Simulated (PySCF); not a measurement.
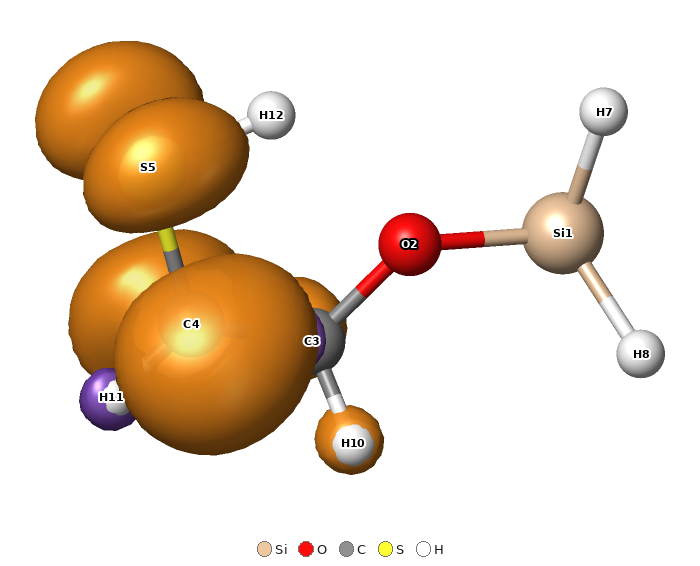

C$_{2}$H$_{7}$OSSi (doublet). Isosurfaces of the spin density (α minus β) at +0.02 (orange) and −0.02 e/Å³ (purple), seen at a tilt.

Geometry: GFN2-xTB.

Level of theory: UKS B3LYP, pcH-1 on C H O S Si, non-relativistic, mean-field spin-orbit, GIAO in PySCF 2.14.0, density-fitted response routines.

```yaml
atoms:
  - { symbol: Si, position_ang: [1.6966, 1.0604, 0.0695] }
  - { symbol: O, position_ang: [0.2307, 0.3938, 0.2748] }
  - { symbol: C, position_ang: [-0.2582, -0.8138, -0.2290] }
  - { symbol: C, position_ang: [-1.5942, -1.1270, 0.3417] }
  - { symbol: S, position_ang: [-2.6570, 0.1342, 0.8113] }
  - { symbol: H, position_ang: [1.9590, 1.3148, -1.3498] }
  - { symbol: H, position_ang: [1.4892, 2.2689, 0.8497] }
  - { symbol: H, position_ang: [2.7432, 0.1753, 0.5848] }
  - { symbol: H, position_ang: [-0.3000, -0.7461, -1.3340] }
  - { symbol: H, position_ang: [0.4336, -1.6353, 0.0090] }
  - { symbol: H, position_ang: [-2.0551, -2.0688, 0.1122] }
  - { symbol: H, position_ang: [-1.6865, 1.0429, 0.9219] }
```

Question: Describe the spin distribution.

Answer: The unpaired spin (1 electron) lies mostly on C4 (about 0.6) and S5 (about 0.2), in electrons by Hirshfeld's partition.
